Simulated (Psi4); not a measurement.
**InSiH3ClO (SMILES [SiH3][O][In][Cl]) at UMP2/def2-SVP (core potential)**

What is the vertical ionisation energy of InSiH3ClO at UMP2/def2-SVP (core potential)? 

The results are computed with Psi4 1.11.

1 further run of the same task is left out (set aside as unsound or not needed). Runs told in other sessions of the task aren't counted.

### 1 The system as given

InSiH3ClO: 7 atoms, total charge 0, spin state doublet. SMILES: `[SiH3][O][In][Cl]`. Geometry: relaxed at PBE0-D4/def2-TZVP. This is one conformer, not always the lowest.

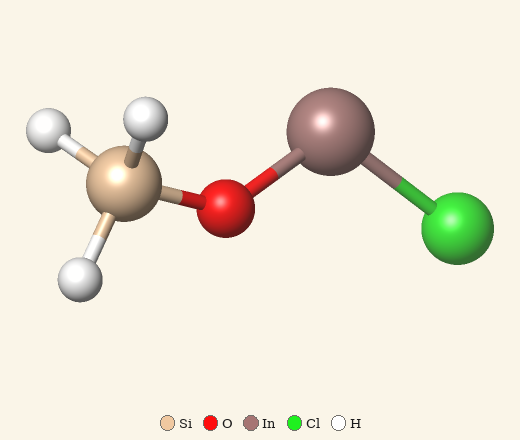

The structure, seen from a chosen angle (silicon light orange, oxygen red, indium brown, chlorine green, hydrogen white).

### 2 A single-point energy at UMP2/def2-SVP (core potential)

The input, job.inp:

```
memory 2.2 GB

molecule {
  0 2
  Si     0.016600     1.144600     0.460800
  O      0.203700    -0.441600     0.114500
  In    -0.437600    -1.723300    -1.270600
  Cl     0.330700    -3.933200    -1.041200
  H      0.496200     2.009500    -0.655300
  H      0.803700     1.457800     1.681900
  H     -1.413400     1.486100     0.709900
  symmetry c1
}

set basis def2-SVP
set reference uhf
set puream true
set e_convergence 1e-09
set d_convergence 1e-08
set scf_type pk
set num_frozen_docc 15
set mp2_type conv
set maxiter 100

energy('mp2')
print_variables()
```

Started as:

```sh
$ psi4 job.inp job.out -n 1
```

job.out:

```text
[...]
    !!!  WARNING: ECP capability is in beta. Please check occupations closely.  !!!
[...]
  Running in c1 symmetry.
[...]
  Nuclear repulsion =  283.742748487817153
[...]
  Multiplicity = 2
[...]
  Nalpha       = 32
  Nbeta        = 31
[...]
    Number of basis functions: 91
[...]
   @UHF iter   1: -1013.86907458451867   -1.71884e+00   6.44993e-03 DIIS/ADIIS
[...]
   @UHF iter  15: -1014.04968042114240   -9.09495e-12   8.65345e-09 DIIS
[...]
   @S^2 Observed:                7.592280790E-01
[...]
    Orbital Energies [Eh]
    ---------------------
    Alpha Occupied:
       1A   -104.769280     2A    -68.771124     3A    -20.535003
       4A    -10.531232     5A     -8.008374     6A     -8.002845
       7A     -8.002816     8A     -6.136719     9A     -5.435356
      10A     -4.248061    11A     -4.247264    12A     -4.247196
      13A     -3.694043    14A     -3.689983    15A     -3.686103
      16A     -1.278440    17A     -1.105416    18A     -1.078666
      19A     -1.076564    20A     -1.076294    21A     -1.069095
      22A     -1.029606    23A     -0.712907    24A     -0.599502
      25A     -0.543736    26A     -0.538128    27A     -0.516926
      28A     -0.451312    29A     -0.451124    30A     -0.448869
      31A     -0.440742    32A     -0.350652
[...]
  @UHF Final Energy: -1014.04968042114240
   => Energetics <=
    Nuclear Repulsion Energy =            283.7427484878171526
    One-Electron Energy =               -2042.5978030005692290
    Two-Electron Energy =                 744.8053740916096785
    Total Energy =                      -1014.0496804211423978
  UHF NO Occupations:
  HONO-2 :   30  A 1.9986599
  HONO-1 :   31  A 1.9973599
  HONO-0 :   32  A 1.0000000
  LUNO+0 :   33  A 0.0026401
  LUNO+1 :   34  A 0.0013401
[...]
 Multipole Moments:
 ------------------------------------------------------------------------------------
     Multipole            Electronic (a.u.)      Nuclear  (a.u.)        Total (a.u.)
 ------------------------------------------------------------------------------------
 L = 1.  Multiply by 2.5417464519 to convert [e a0] to [Debye]
 Dipole X            :        -18.5429947           17.7941357           -0.7488589
 Dipole Y            :        -22.5468811           23.0309262            0.4840451
 Dipole Z            :        -34.5382900           33.6771639           -0.8611261
 Magnitude           :                                                    1.2396078
[...]
	SCS-MP2 Total Energy (a.u.)        : -1014.52278038847840
	SOS-MP2 Total Energy (a.u.)        : -1014.48275798654652
	SCSN-MP2 Total Energy (a.u.)       : -1014.26099870334235
[...]
	SOS-PI-MP2 Total Energy (a.u.)     : -1014.55493758078057
[...]
	MP2 Total Energy (a.u.)            : -1014.53064559810798
[...]
```

Run time: 5.4 s. Hardware: 1 thread of Intel Xeon 6975P-C (Granite Rapids), shared host; peak memory 0.48 GiB.

### 3 The singlet cation, same level

The input, run_ase.py:

```python
import numpy as np
from ase.calculators.psi4 import Psi4
from ase import Atoms

atoms = Atoms(['Si', 'O', 'In', 'Cl', 'H', 'H', 'H'], positions=[
    [0.016600, 1.144600, 0.460800],
    [0.203700, -0.441600, 0.114500],
    [-0.437600, -1.723300, -1.270600],
    [0.330700, -3.933200, -1.041200],
    [0.496200, 2.009500, -0.655300],
    [0.803700, 1.457800, 1.681900],
    [-1.413400, 1.486100, 0.709900],
])
calc = Psi4(atoms=atoms, method='mp2', basis='def2-SVP', memory='2200MB', num_threads=1, charge=1, multiplicity=1, label='clh3inosi')
calc.psi4.set_options({'puream': True, 'e_convergence': 1e-09, 'd_convergence': 1e-08, 'scf_type': 'pk', 'num_frozen_docc': 15, 'mp2_type': 'conv'})
atoms.calc = calc

print(f'energy: {atoms.get_potential_energy():.6f} eV')
```

Started as:

```sh
$ python run_ase.py
```

clh3inosi.dat:

```text
[...]
    !!!  WARNING: ECP capability is in beta. Please check occupations closely.  !!!
[...]
  Running in c1 symmetry.
[...]
  Nuclear repulsion =  283.742748487817153
[...]
  Multiplicity = 1
[...]
  Nalpha       = 31
  Nbeta        = 31
[...]
    Number of basis functions: 91
[...]
   @RHF iter   1: -1013.51900779864468   -1.36878e+00   6.25526e-03 DIIS/ADIIS
[...]
   @RHF iter  14: -1013.72345299353651   -5.57066e-12   4.45558e-09 DIIS
[...]
    Orbital Energies [Eh]
    ---------------------
    Doubly Occupied:
       1A   -105.005217     2A    -68.920972     3A    -20.758101
       4A    -10.764539     5A     -8.238933     6A     -8.235621
       7A     -8.235582     8A     -6.288462     9A     -5.708905
      10A     -4.400255    11A     -4.398274    12A     -4.398265
      13A     -3.968162    14A     -3.966945    15A     -3.960345
      16A     -1.484701    17A     -1.362649    18A     -1.353111
      19A     -1.351007    20A     -1.346526    21A     -1.332627
      22A     -1.249610    23A     -0.885341    24A     -0.767106
      25A     -0.734819    26A     -0.721670    27A     -0.696259
      28A     -0.658359    29A     -0.656179    30A     -0.598278
      31A     -0.593235
[...]
  @RHF Final Energy: -1013.72345299353651
   => Energetics <=
    Nuclear Repulsion Energy =            283.7427484878171526
    One-Electron Energy =               -2028.8522911338607173
    Two-Electron Energy =                 731.3860896525070530
    Total Energy =                      -1013.7234529935365117
[...]
 Multipole Moments:
 ------------------------------------------------------------------------------------
     Multipole            Electronic (a.u.)      Nuclear  (a.u.)        Total (a.u.)
 ------------------------------------------------------------------------------------
 L = 1.  Multiply by 2.5417464519 to convert [e a0] to [Debye]
 Dipole X            :        -19.0486352           17.7941357           -1.2544995
 Dipole Y            :        -22.6700647           23.0309262            0.3608615
 Dipole Z            :        -35.2916996           33.6771639           -1.6145357
 Magnitude           :                                                    2.0762262
[...]
	SCS-MP2 Total Energy (a.u.)        : -1014.20782524962829
	SOS-MP2 Total Energy (a.u.)        : -1014.16754304192386
	SCSN-MP2 Total Energy (a.u.)       : -1013.93614305021561
[...]
	SOS-PI-MP2 Total Energy (a.u.)     : -1014.24155804998838
[...]
	MP2 Total Energy (a.u.)            : -1014.21437465697238
[...]
```

On the terminal:

```text
energy: -27598.178860 eV
```

Wall time 4.2 s (1 thread of Intel Xeon 6975P-C (Granite Rapids), shared host); peak memory 0.48 GiB.

### 4 Outcome

Level: UMP2/def2-SVP (core potential), 15 core orbitals frozen.

```
                                                                     quantity           value
                                              doublet InSiH3ClO: total energy  -1014.53065 Eh
doublet InSiH3ClO: HOMO energy (Hartree–Fock orbitals) (highest over α and β)        -9.54 eV
 doublet InSiH3ClO: LUMO energy (Hartree–Fock orbitals) (lowest over α and β)        -0.69 eV
              doublet InSiH3ClO: correlation energy (15 core orbitals frozen)      -481.0 mEh
                         doublet InSiH3ClO: ⟨S²⟩ of the reference determinant           0.759
                                                 singlet cation: total energy  -1014.21437 Eh
                          singlet cation: HOMO energy (Hartree–Fock orbitals)       -16.14 eV
                          singlet cation: LUMO energy (Hartree–Fock orbitals)        -8.16 eV
                        singlet cation: HOMO–LUMO gap (Hartree–Fock orbitals)         7.98 eV
                 singlet cation: correlation energy (15 core orbitals frozen)      -490.9 mEh
                           vertical ionisation energy (to the singlet cation)        8.606 eV
```

Removing an electron at fixed nuclei costs 8.61 eV (830 kJ/mol). Only the singlet of the ionised species was computed; a triplet could lie lower.
